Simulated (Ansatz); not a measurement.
# Be (P6_3/mmc, 2 atoms in the cell) under biaxial strain in the (0001) plane, that of a and b

Aim: how do the optical modes of Be (P6_3/mmc, 2 atoms in the cell) shift and split under this strain?

Main program and level: Ansatz 0.2.0; DFT LDA, scalar-relativistic, plane waves, PAW; PAW set soft_1.

**1. The structure**

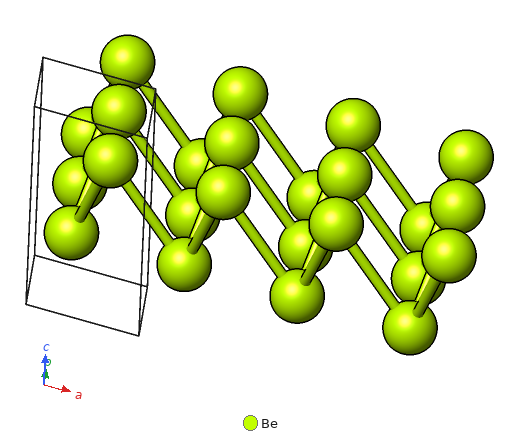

The cell as given, from a free direction (beryllium green). 4×3×1 cells are drawn.

**2. A rough relaxation first**

A rough relaxation comes first, because large forces or stress need no tight tolerances yet.

The input, input.yaml:

```yaml
crystal:
  lattice:
    - [2.2853, 0.0, 0.0]
    - [-1.14265, 1.9791278553, 0.0]
    - [0.0, 0.0, 3.5842]
  atoms:
    - { symbol: Be, position: [0.33333333, 0.66666667, 0.25] }
    - { symbol: Be, position: [0.66666667, 0.33333333, 0.75] }
kpoints:
  mp_grid: { grid: [9, 9, 6] }
hamiltonian:
  xc: lda
  pseudopotentials: { kind: paw, azcp: { folder: soft_1 }, xc_functional: pbe }
scf:
  occupations: { method: gaussian, width: 0.1 }
output:
  forces: true
  stress: true
  eigenvalues: true
relax:
  adjacent_minimum: "off"
  f_tol: 0.05
  max_steps: 80
  cell: { stress_tol: 0.5 }
```

On the command line:

```console
$ ansatz run input.yaml --threads 4 --pin off --max-ram 10240MiB --backend cpu --events-out ev --progress --plain --runs-dir out
```

Numbers of over 12 decimals in the logs are rounded to 6 here.

The log of the run:

```text
The last accepted step is kept in <dir> (removed where the run ends without a failure and the disk answers)
Engine: ansatz 0.2.0, aarch64-unknown-linux-gnu
Pseudopotentials: kind: paw
Pseudopotential: Be, paw, valence charge 2, recommended cutoff 420 eV (normal), soft_1/Be.paw.azcp
Functional definition: SPW92
  exchange = slater_x
  correlation = pw_c
Crystal: 2 atoms, lattice volume = 16.211 Å³
[...]
--- Relaxed structure (4 steps of the walk, 4 accepted, 1 SCFs on fresh bases) ---
  F+E_penalty+E_count = -176.48644765 eV   max|allowed force component| = 1.388e-16 eV/Å   (the final SCF, on the basis selected at the relaxed cell)
  cell:  # Å, volume = 15.1019 Å³
    - [2.235361, 0, 0]
    - [-1.117680, 1.935879, 0]
    - [0, 0, 3.489847]
  atoms:
    - { symbol: Be, position: [0.333333, 0.666667, 0.25] }
    - { symbol: Be, position: [0.666667, 0.333333, 0.750000] }
[key lines of the parts left out:]
SCF converged after 2 iterations
Free energy (F): -176.486448 eV
Fermi energy:    8.028378 eV
P = ⅓ Tr σ = -0.0079 GPa (-0.079 kbar)
```

The job ended after 0.68 s (4 threads of Arm Neoverse V2, shared host; peak memory 0.24 GiB).

Relaxation path:

```
step  energy less that of the first step (eV)  largest force component (eV/Å)  pressure (GPa)  volume (Å³)
   1                                   0.0000                          0.0000           -8.36        16.21
   2                                  -0.0254                          0.0000           -3.75        15.56
   3                                  -0.0308                          0.0000            0.40        15.05
   4                                  -0.0309                          0.0000            0.00        15.10
  5*                                  -0.0308                          0.0000           -0.01        15.10
```

Relaxation steps marked * repeat the geometry before them on a plane-wave basis chosen anew for their cell, so energy and pressure can jump there.

Forces are held to the 24 operations that the run works with; a distortion that breaks them can't arise in this run.

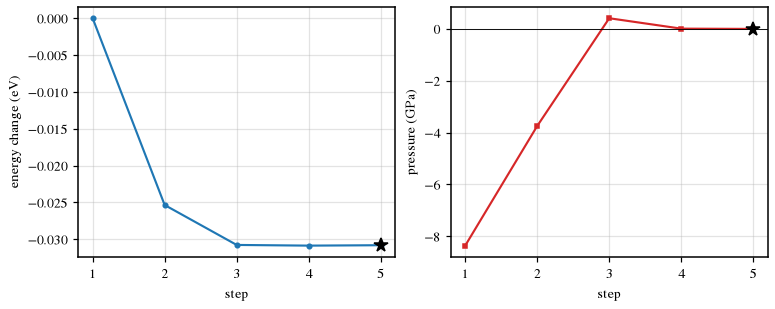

Energy and pressure along the relaxation. Stars mark steps on a basis chosen anew.

| conventional cell, symmetrised | before | after | change |
| --- | --- | --- | --- |
| a (Å) | 2.285 | 2.235 | -2.2 % |
| b (Å) | 2.285 | 2.235 | -2.2 % |
| c (Å) | 3.584 | 3.490 | -2.6 % |
| volume (Å³/atom) | 8.11 | 7.55 | -6.8 % |

Final coordinates:

```cif
data_structure
_symmetry_space_group_name_H-M 'P 1'
_symmetry_Int_Tables_number 1
_cell_length_a 2.2354
_cell_length_b 2.2354
_cell_length_c 3.4898
_cell_angle_alpha 90.000
_cell_angle_beta 90.000
_cell_angle_gamma 120.000
_cell_volume 15.10
loop_
_atom_site_label
_atom_site_type_symbol
_atom_site_fract_x
_atom_site_fract_y
_atom_site_fract_z
_atom_site_occupancy
Be1 Be 0.33333 0.66667 0.25000 1
Be2 Be 0.66667 0.33333 0.75000 1
```

Numbers from this step:

```yaml
pressure: -0.007933 GPa
volume_per_atom: 7.551 Å³
gap_on_the_k_mesh: 0 eV
```

In this step the volume went from 8.11 to 7.55 Å³/atom.

**3. Relaxation**

The cell and atoms are relaxed, since residual forces and stress would shift the frequencies.

input.yaml, the sections that differ from step 2:

```yaml
crystal:
  lattice:
    - [2.2353605474, 0.0, 0.0]
    - [-1.1176802737, 1.9358790206, 0.0]
    - [0.0, 0.0, 3.4898465795]
  atoms:
    - { symbol: Be, position: [0.3333333333, 0.6666666667, 0.25] }
    - { symbol: Be, position: [0.6666666667, 0.3333333333, 0.75] }
kpoints:
  mp_grid: { grid: [21, 21, 12] }
relax:
  adjacent_minimum: "off"
  f_tol: 0.005
  max_steps: 80
  cell: { stress_tol: 0.05 }
# hamiltonian, scf, output: as in step 2
```

The log of the run:

```text
[...]
Crystal: 2 atoms, lattice volume = 15.102 Å³
Basis set: ecut = 420 eV, 299 PW (Γ)
Bands: 6, of which v1, the nominal top of the filled ones, is band 2 counted from 1 (1 counted from 0)
Symmetry: 24 space group operations
[...]
k-points: 336 of 5292
[...]
P = ⅓ Tr σ = -0.0047 GPa (-0.047 kbar)
--- Band table (eV; the first three rows and the last of 336) ---
[...]
--- Relaxed structure (3 steps of the walk, 3 accepted, 1 SCFs on fresh bases) ---
[...]
cell:  # Å, volume = 15.0885 Å³
    - [2.225970, 0.0, 0.0]
    - [-1.112985, 1.927746, 0.0]
    - [0.0, 0.0, 3.516224]
  atoms:
    - { symbol: Be, position: [0.333333, 0.666667, 0.250000] }
    - { symbol: Be, position: [0.666667, 0.333333, 0.750000] }
[key lines of the parts left out:]
SCF converged after 3 iterations
Free energy (F): -176.466554 eV
Fermi energy:    8.401145 eV
```

Elapsed: 2.2 s, on 4 threads; peak memory 0.32 GiB.

Step by step:

```
step  energy less that of the first step (eV)  largest force component (eV/Å)  pressure (GPa)  volume (Å³)
   1                                   0.0000                          0.0000            0.03        15.10
   2                                  -0.0016                          0.0000           -0.02        15.09
   3                                  -0.0016                          0.0000            0.00        15.09
  4*                                  -0.0016                          0.0000            0.00        15.09
```

Relaxation steps marked * repeat the geometry before them on a plane-wave basis chosen anew for their cell, so energy and pressure can jump there.

Forces are held to the 24 operations that the run works with; a distortion that breaks them can't arise in this run.

| conventional cell, symmetrised | before | after | change |
| --- | --- | --- | --- |
| a (Å) | 2.235 | 2.226 | -0.4 % |
| b (Å) | 2.235 | 2.226 | -0.4 % |
| c (Å) | 3.490 | 3.516 | +0.8 % |
| volume (Å³/atom) | 7.55 | 7.54 | -0.1 % |

The relaxed structure:

```cif
data_structure
_symmetry_space_group_name_H-M 'P 1'
_symmetry_Int_Tables_number 1
_cell_length_a 2.2260
_cell_length_b 2.2260
_cell_length_c 3.5162
_cell_angle_alpha 90.000
_cell_angle_beta 90.000
_cell_angle_gamma 120.000
_cell_volume 15.09
loop_
_atom_site_label
_atom_site_type_symbol
_atom_site_fract_x
_atom_site_fract_y
_atom_site_fract_z
_atom_site_occupancy
Be1 Be 0.33333 0.66667 0.25000 1
Be2 Be 0.66667 0.33333 0.75000 1
```

This step gave:

* pressure: -0.004651 GPa
* volume per atom: 7.544 Å³

In this step the volume went from 7.55 to 7.54 Å³/atom.

**4. Tight relaxation**

Phonons need small forces and stress, so the relaxation is finished with tight tolerances on 24×24×12 k points.

input.yaml, the sections that differ from step 3:

```yaml
crystal:
  lattice:
    - [2.2259697348, 0.0, 0.0]
    - [-1.1129848674, 1.9277463384, 0.0]
    - [0.0, 0.0, 3.5162244346]
  atoms:
    - { symbol: Be, position: [0.3333333333, 0.6666666667, 0.25] }
    - { symbol: Be, position: [0.6666666667, 0.3333333333, 0.75] }
kpoints:
  mp_grid: { grid: [24, 24, 12] }
scf:
  occupations: { method: methfessel_paxton, width: 0.2 }
relax:
  adjacent_minimum: "off"
  f_tol: 0.001
  max_steps: 60
  cell: { stress_tol: 0.01 }
# hamiltonian, output: as in step 3
```

The log of the run:

```text
[...]
Crystal: 2 atoms, lattice volume = 15.088 Å³
Basis set: ecut = 420 eV, 299 PW (Γ)
Bands: 6, of which v1, the nominal top of the filled ones, is band 2 counted from 1 (1 counted from 0)
Symmetry: 24 space group operations
[...]
k-points: 427 of 6912
[...]
P = ⅓ Tr σ = 0.0067 GPa (0.067 kbar)
--- Band table (eV; the first three rows and the last of 427) ---
[...]
--- Relaxed structure (3 steps of the walk, 3 accepted, 1 SCFs on fresh bases) ---
[...]
cell:  # Å, volume = 15.0929 Å³
    - [2.227825, 0, 0]
    - [-1.113912, 1.929353, 0]
    - [0, 0, 3.511387]
  atoms:
    - { symbol: Be, position: [0.333333, 0.666667, 0.25] }
    - { symbol: Be, position: [0.666667, 0.333333, 0.75] }
[key lines of the parts left out:]
SCF converged after 3 iterations
Free energy (F): -176.467709 eV
Fermi energy:    8.326948 eV
```

Run time: 2.7 s. Hardware: 4 threads; peak memory 0.34 GiB; 9.7 s of CPU time.

Step by step:

```
step  energy less that of the first step (eV)  largest force component (eV/Å)  pressure (GPa)  volume (Å³)
   1                                   0.0000                          0.0000            0.02        15.09
   2                                  -0.0001                          0.0000            0.02        15.09
   3                                  -0.0001                          0.0000            0.01        15.09
  4*                                  -0.0001                          0.0000            0.01        15.09
```

Relaxation steps marked * repeat the geometry before them on a plane-wave basis chosen anew for their cell, so energy and pressure can jump there.

Forces are held to the 24 operations that the run works with; a distortion that breaks them can't arise in this run.

```
conventional cell, symmetrised  before  after  change
                         a (Å)   2.226  2.228  +0.1 %
                         b (Å)   2.226  2.228  +0.1 %
                         c (Å)   3.516  3.511  -0.1 %
              volume (Å³/atom)    7.54   7.55  +0.0 %
```

The relaxed structure:

```cif
data_structure
_symmetry_space_group_name_H-M 'P 1'
_symmetry_Int_Tables_number 1
_cell_length_a 2.2278
_cell_length_b 2.2278
_cell_length_c 3.5114
_cell_angle_alpha 90.000
_cell_angle_beta 90.000
_cell_angle_gamma 120.000
_cell_volume 15.09
loop_
_atom_site_label
_atom_site_type_symbol
_atom_site_fract_x
_atom_site_fract_y
_atom_site_fract_z
_atom_site_occupancy
Be1 Be 0.33333 0.66667 0.25000 1
Be2 Be 0.66667 0.33333 0.75000 1
```

Numbers from this step:

| Property | Result |
| --- | --- |
| pressure | 0.006712 GPa |
| volume per atom | 7.546 Å³ |

The forces vanish by symmetry and the pressure is 0.007 GPa, within the tolerances set. The cell now holds 7.55 Å³/atom.

**5. Modes at rest**

Phonons follow from the second derivative of the energy, found here by linear response.

The modes at rest are the reference of the series.

input.yaml, the sections that differ from step 4:

```yaml
crystal:
  lattice:
    - [2.2278249395, 0.0, 0.0]
    - [-1.1139124697, 1.9293529928, 0.0]
    - [0.0, 0.0, 3.5113866065]
  atoms:
    - { symbol: Be, position: [0.3333333333, 0.6666666667, 0.25] }
    - { symbol: Be, position: [0.6666666667, 0.3333333333, 0.75] }
output:
  eigenvalues: true
phonons:
  method: dfpt
# kpoints, hamiltonian, scf: as in step 4
# relax: removed
```

The log of the run:

```text
zone centre: on kpoints.mp_grid the ground state, and the responses unless they are solved on pairs of k-points, stand on 1099 of the mesh's 6912 k-points, reduced under 4 symmetry operations, with k and −k counted as one. Each operation leaves every solved displacement unchanged or reverses it
[...]
Crystal: 2 atoms, lattice volume = 15.093 Å³
Basis set: ecut = 420 eV, 299 PW (Γ), exchange–correlation on 30×30×48 points (8 copies of the dense FFT grid, shifted against one another)
Bands: 6, of which v1, the nominal top of the filled ones, is band 2 counted from 1 (1 counted from 0)
Symmetry: 24 space group operations
k-points: 1099 of 6912 (irreducible under 4 space group operations, time reversal used)
[...]
SCF iter   1: F=—  HF=-176.467323 eV  |F-HF|=—  |Δ(HF+E_count)|=         —  Δρ=1.54e-2  dr2=2.59e-2  ethr=3.10e-3  ⟨swp⟩=4.7  Hψ=54210  notcnv=0
[...]
SCF iter   6: F=-176.467710 eV  HF=-176.467710 eV  |F-HF|=5.97e-13  |Δ(HF+E_count)|=  4.93e-11  S|Δr|=    0.00e0  Δρ=2.15e-7  dr2=4.93e-12  ethr=1.00e-12  ⟨swp⟩=4.7  Hψ=17733  notcnv=0
[...]
SCF 1 converged in 6 iterations: F = -176.467710 eV  dr2 = 4.93e-12
[...]
DFPT response loops at Γ: preconditioner auto → Kerker (q_TF=auto, 2.187 Å⁻¹) (partly filled bands, converged f_vac=0.000); β = 1.00, the filter's whole step (`scf.mixing.beta` (0.50) is not read by the response loops under this deck's `scf.mixing.preconditioner`; to damp them name `kerker` or `kerker_dos`, under which they read `scf.mixing.beta`, and type it under 1.00, their step now; both keys bind the ground state too); Broyden in place of MSR1
SCF converged after 6 iterations
[...]
Free energy (F): -176.467710 eV
[...]
Internal energy: -176.467247 eV  (E = F + TS)
E sigma→0 (E₀):  -176.467594 eV
Entropy (-TS):   -0.000462 eV (-0.231 meV/atom)
Fermi energy:    8.326947 eV
[...]
--- Band table (eV; the first three rows and the last of 1099) ---
[...]
--- Phonons (Γ-DFPT): 2 representative perturbations + reference, on 1099 of 6912 k-points (Σ response iterations 6) ---
  k mesh reduced under 4 symmetry operations, with k and −k counted as one. Each operation leaves every solved displacement unchanged or reverses it
  ASR residual: 2.914e-5 → 0.000e0 eV/Å²; symmetrization residual: 1.584e-11 eV/Å²
  ASR residual per site (eV/Å²): 2.91e-5 2.91e-5
  Γ frequencies (cm⁻¹): 0.00 0.00 0.00 478.27 478.27 715.09
  non-analytic LO–TO correction: not included (Born effective charges unavailable; polar crystals: no LO–TO splitting at Γ)
```

Elapsed: 4.7 s, on 4 threads; peak memory 0.57 GiB.

Numbers from this step:

* sum-rule residual before enforcement: 2.91e-5 eV/Å²
* point group: 6/mmm
* highest optical mode at the zone centre (no LO-TO term): 715.1 cm⁻¹
* lowest optical zone-centre mode: 478.3 cm⁻¹

Patterns of degenerate modes are one choice out of their space. Modes at Γ:

```
mode  frequency (cm⁻¹)  symmetry
   1               0.0  acoustic
   2               0.0  acoustic
   3               0.0  acoustic
   4             478.3       E2g
   5             478.3       E2g
   6             715.1       B1g
```

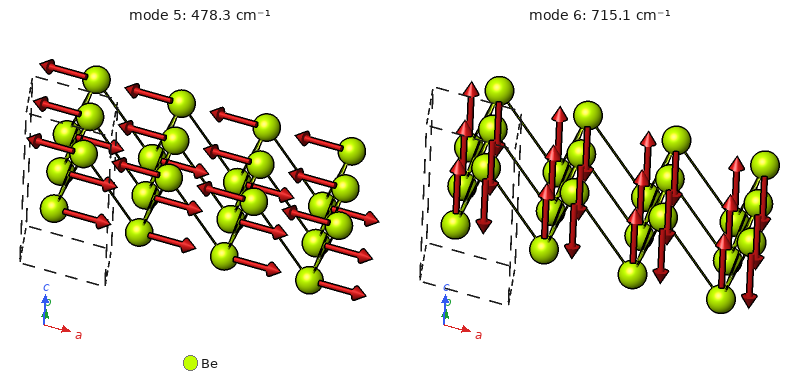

Displacement patterns of modes 5 and 6 at Γ; arrows are exaggerated. 4×3×1 cells are drawn.

Before it was imposed, the acoustic sum rule was missed by 2.9e-5 eV/Å². Small misses are needed for a sound result but don't prove that mesh and cutoff are converged. The lowest optical mode is real, 478 cm⁻¹.

**6. Relaxation of a member: biaxial strain of +4 % in the (0001) plane, that of a and b**

The cell takes a biaxial strain of +4 % in the (0001) plane, that of a and b. The strained lengths are held, while the rest of the cell and the atoms relax.

input.yaml, the sections that differ from step 5:

```yaml
crystal:
  lattice:
    - [2.3169379371, 0.0, 0.0]
    - [-1.1584689685, 2.0065271125, 0.0]
    - [0.0, 0.0, 3.500924834]
  atoms:
    - { symbol: Be, position: [0.3333333333, 0.6666666667, 0.25] }
    - { symbol: Be, position: [0.6666666667, 0.3333333333, 0.75] }
output:
  forces: true
  stress: true
  eigenvalues: true
relax:
  adjacent_minimum: "off"
  f_tol: 0.001
  max_steps: 60
  cell: { stress_tol: 0.01, fix: [a, b, gamma] }
# kpoints, hamiltonian, scf: as in step 5
# phonons: removed
```

The log of the run:

```text
[...]
Crystal: 2 atoms, lattice volume = 16.276 Å³
Basis set: ecut = 420 eV, 311 PW (Γ)
Bands: 6, of which v1, the nominal top of the filled ones, is band 2 counted from 1 (1 counted from 0)
Symmetry: 24 space group operations
[...]
k-points: 427 of 6912
[...]
P = ⅓ Tr σ = -7.9151 GPa (-79.151 kbar)
--- Band table (eV; the first three rows and the last of 427) ---
[...]
--- Relaxed structure (3 steps of the walk, 3 accepted, 1 SCFs on fresh bases) ---
[...]
cell:  # Å, volume = 16.2520 Å³
    - [2.316938, -2.8867511162808287e-11, 0.0]
    - [-1.158469, 2.006527, 0.0]
    - [0.0, 0.0, 3.495810]
  atoms:
    - { symbol: Be, position: [0.333333, 0.666667, 0.250000] }
    - { symbol: Be, position: [0.666667, 0.333333, 0.75] }
[key lines of the parts left out:]
SCF converged after 3 iterations
Free energy (F): -176.418832 eV
Fermi energy:    7.524254 eV
```

Elapsed: 2.9 s, on 4 threads; peak memory 0.34 GiB; 10 s of CPU time.

The steps of the relaxation:

```
step  energy less that of the first step (eV)  largest force component (eV/Å)  pressure (GPa)  volume (Å³)
   1                                   0.0000                          0.0000           -8.10        16.28
   2                                   0.0000                          0.0000           -7.97        16.26
   3                                   0.0000                          0.0000           -7.91        16.25
  4*                                   0.0000                          0.0000           -7.92        16.25
```

Relaxation steps marked * repeat the geometry before them on a plane-wave basis chosen anew for their cell, so energy and pressure can jump there.

Forces are held to the 24 operations that the run works with; a distortion that breaks them can't arise in this run.

```csv
"conventional cell, symmetrised",before,after,change
a (Å),2.317,2.317,-0.0 %
b (Å),2.317,2.317,-0.0 %
c (Å),3.501,3.496,-0.1 %
volume (Å³/atom),8.14,8.13,-0.1 %
```

Final coordinates:

```xyz
2
Lattice="2.3169 0.0000 0.0000 -1.1585 2.0065 0.0000 0.0000 0.0000 3.4958" Properties=species:S:1:pos:R:3 pbc="T T T"
Be    0.0000    1.3377    0.8740
Be    1.1585    0.6688    2.6219
```

This step gave:

```
pressure        : -7.915 GPa
volume per atom : 8.126 Å³
```

The forces vanish by symmetry.

**7. Modes of this member: biaxial strain of +4 % in the (0001) plane, that of a and b**

The zone-centre modes follow for biaxial strain of +4 % in the (0001) plane, that of a and b.

input.yaml, the sections that differ from step 6:

```yaml
crystal:
  lattice:
    - [2.3169379371, 0.0, 0.0]
    - [-1.1584689685, 2.0065271125, 0.0]
    - [0.0, 0.0, 3.4958096712]
  atoms:
    - { symbol: Be, position: [0.3333333333, 0.6666666667, 0.25] }
    - { symbol: Be, position: [0.6666666667, 0.3333333333, 0.75] }
output:
  eigenvalues: true
phonons:
  method: dfpt
# kpoints, hamiltonian, scf: as in step 6
# relax: removed
```

The log of the run:

```text
[...]
Crystal: 2 atoms, lattice volume = 16.252 Å³
Basis set: ecut = 420 eV, 311 PW (Γ), exchange–correlation on 32×32×48 points (8 copies of the dense FFT grid, shifted against one another)
Bands: 6, of which v1, the nominal top of the filled ones, is band 2 counted from 1 (1 counted from 0)
Symmetry: 24 space group operations
k-points: 1099 of 6912 (irreducible under 4 space group operations, time reversal used)
[...]
SCF iter   1: F=—  HF=-176.422359 eV  |F-HF|=—  |Δ(HF+E_count)|=         —  Δρ=1.59e-2  dr2=3.22e-2  ethr=3.10e-3  ⟨swp⟩=4.7  Hψ=54156  notcnv=0
[...]
SCF iter   6: F=-176.418833 eV  HF=-176.418833 eV  |F-HF|=1.34e-12  |Δ(HF+E_count)|=  5.99e-11  S|Δr|=    0.00e0  Δρ=2.72e-7  dr2=9.31e-12  ethr=1.00e-12  ⟨swp⟩=3.9  Hψ=22836  notcnv=0
SCF 1 converged in 6 iterations: F = -176.418833 eV  dr2 = 9.31e-12
[...]
SCF converged after 6 iterations
[...]
Free energy (F): -176.418833 eV
[...]
Internal energy: -176.419310 eV  (E = F + TS)
E sigma→0 (E₀):  -176.418952 eV
Entropy (-TS):   0.000477 eV (0.239 meV/atom)
Fermi energy:    7.524254 eV
[...]
--- Band table (eV; the first three rows and the last of 1099) ---
[...]
ASR residual: 2.819e-5 → 0.000e0 eV/Å²; symmetrization residual: 1.027e-11 eV/Å²
  ASR residual per site (eV/Å²): 2.82e-5 2.82e-5
  Γ frequencies (cm⁻¹): 0.00 0.00 0.00 473.76 473.76 691.10
[...]
```

Elapsed: 5.1 s, on 4 threads; peak memory 0.59 GiB.

Numbers from this step:

* sum-rule residual before enforcement: 2.82e-5 eV/Å²
* highest optical mode at the zone centre (no LO-TO term): 691.1 cm⁻¹
* lowest optical zone-centre mode: 473.8 cm⁻¹

Patterns of degenerate modes are one choice out of their space. Modes at Γ:

```csv
mode,frequency (cm⁻¹),symmetry
1,0.0,acoustic
2,0.0,acoustic
3,0.0,acoustic
4,473.8,E2g
5,473.8,E2g
6,691.1,B1g
```

The lowest optical mode is real, 474 cm⁻¹, and the highest lies at 691.1 cm⁻¹.

Between step 5 and this run (strain 4 %) the value for the highest optical mode at the zone centre (no LO-TO term) moves from 715 cm⁻¹ to 691 cm⁻¹ (-3 %).

[end of part 1 of 2]

[Logs are printed without paths, hosts, clocks, repeated set-up lines and the standing remarks that a program may print on its own settings, such as how far it seeks lower states.]

[Hosts, paths, dates, database ids (printed as entryN), source tags and the programs' standing remarks are cut or masked in the printed files.]
